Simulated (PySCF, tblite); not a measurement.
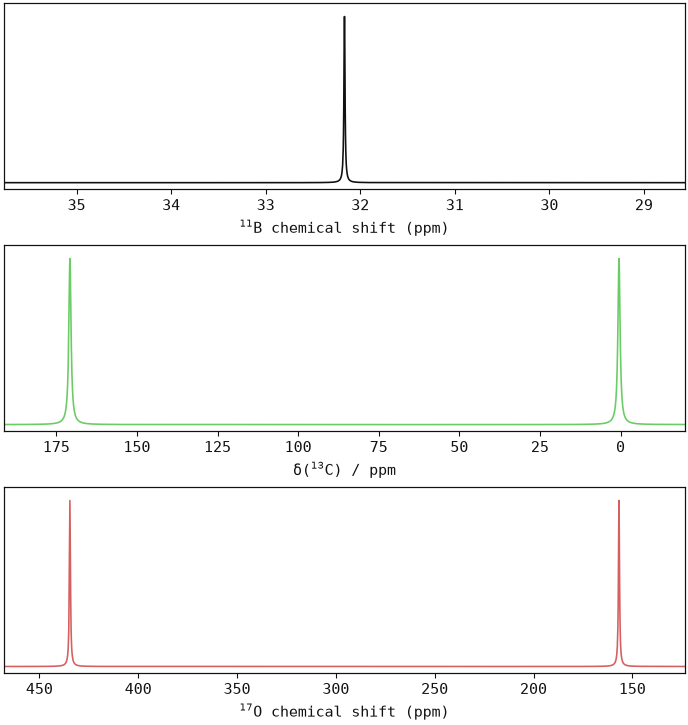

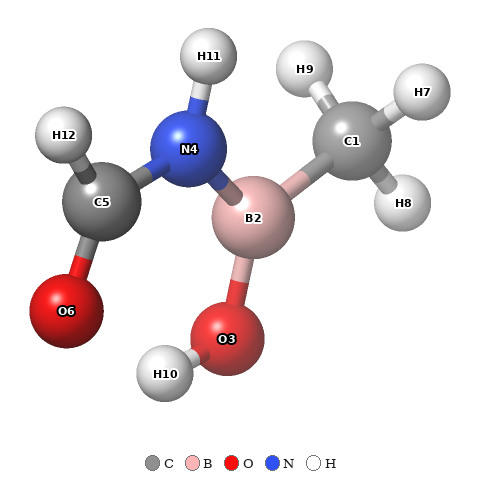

Spectrum and numbered structure of C₂H₆BNO₂, SMILES CB(O)NC=O. GIAO shifts, PBE0/pcSseg-1 in PySCF, at a GFN2-xTB geometry (a minimum by its frequencies), against BF₃.OEt₂ for ¹¹B, TMS for ¹³C and H₂O for ¹⁷O computed at the same level (¹⁷O: a single water molecule, while the usual scale starts at liquid water and gives values some tens of ppm lower). Gas phase, fully decoupled, line heights follow the number of nuclei, widths are arbitrary (no quadrupolar broadening); values of one conformer, averaged over methyl-type rotors and exact or near symmetry; other conformers aren't averaged in.

Question: Where does the ¹¹B line lie?

Answer: At 32.2 ppm (B2).

Question: Assign the ¹³C signals to the numbered atoms.

Answer:
```tsv
δ (ppm)	nuclei	atoms
170.8	1	C5
0.5	1	C1
```

Question: Which atoms give which ¹⁷O line?

Answer:
```tsv
δ (ppm)	nuclei	atoms
434.5	1	O6
156.7	1	O3
```

Known limits of this run: the tight-binding geometry is rougher than a DFT one and adds to the error.
